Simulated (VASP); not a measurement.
Given:

```xyz
5
Lattice="3.9836 0.0000 0.0000 0.0000 3.9836 0.0000 0.0000 0.0000 4.1483" Properties=species:S:1:pos:R:3 pbc="T T T"
Ba     0.0000     0.0000     0.0286
Ti     1.9918     1.9918     2.1797
O      1.9918     1.9918     4.0062
O      3.9836     1.9918     2.0035
O      1.9918     0.0000     2.0035
```

All values below come from PBE GGA with D4 dispersion, VASP's PBE PAW potentials (set 64) (plane waves; VASP). Run with 520 eV cut-off, 6×6×6 Γ-centred mesh, tetrahedra with Blöchl corrections, potentials Ba_sv Ti_sv O.

Unless said otherwise, spin-orbit coupling is left out, though it shifts the bands of the heavy elements here.

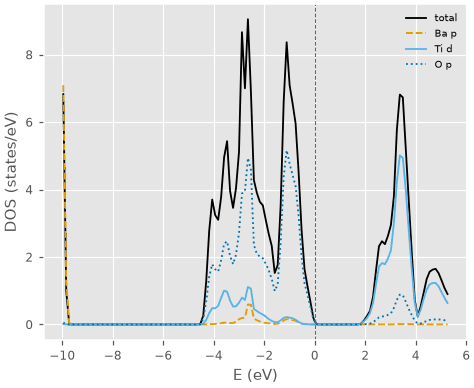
Total and projected density of states, zero at the valence-band maximum

Within 2 eV below the valence-band maximum the largest weight inside VASP's projection spheres is O p.

The gap is indirect, 1.79 eV, from the valence maximum at A to the conduction minimum at Γ.

The compound is BaTiO3 in the tetragonal perovskite structure. It was relaxed first.
